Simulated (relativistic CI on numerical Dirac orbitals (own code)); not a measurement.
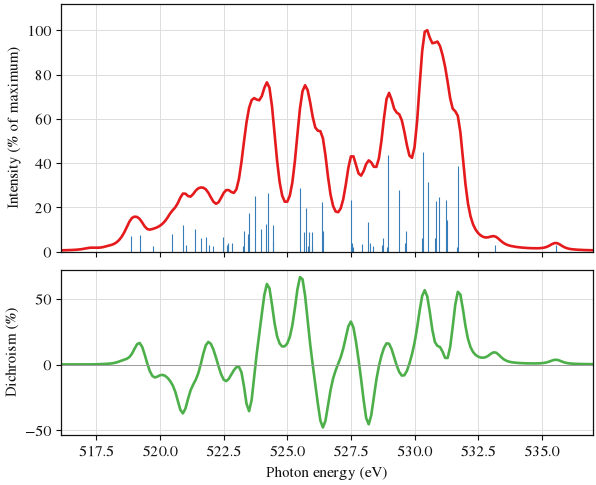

L₂,₃ X-ray absorption of V⁴⁺, [Ar] 3d, in a field of Oh symmetry with 10Dq = 18,850 cm⁻¹. Sticks are the strongest transitions, on a scale of their own. Multiplet model: relativistic Dirac–Coulomb–Breit theory, one configuration a step, Slater integrals scaled by 0.9, 300 K, Voigt broadening (Lorentzian 0.4 eV, Gaussian 0.3 eV full widths), computed with a radial Dirac CI code. Dichroism is for the ground state at zero temperature, magnetised by an exchange field of 10 meV on Sz.

Give the peaks, the centroid and the ground-state spin.

The main maxima lie at 519.0 eV (16), 520.9 eV (26), 521.6 eV (29), 522.7 eV (28), 523.7 eV (69), 524.2 eV (76), 525.7 eV (75), 527.6 eV (43), 528.2 eV (41), 529.0 eV (72), 530.5 eV (100) and 530.9 eV (95), heights in % of the largest; the centroid is at 527.0 eV. The ground state has S = 0.50. The circular dichroism (Δm = −1 less Δm = +1) is largest at 525.5 eV, 66 % of the isotropic maximum. The magnetised ground state has ⟨Lz⟩ = 1.00 and ⟨Sz⟩ = −0.50.

Caveat: free-ion energies, so absolute edge positions are off by a few eV from solids.
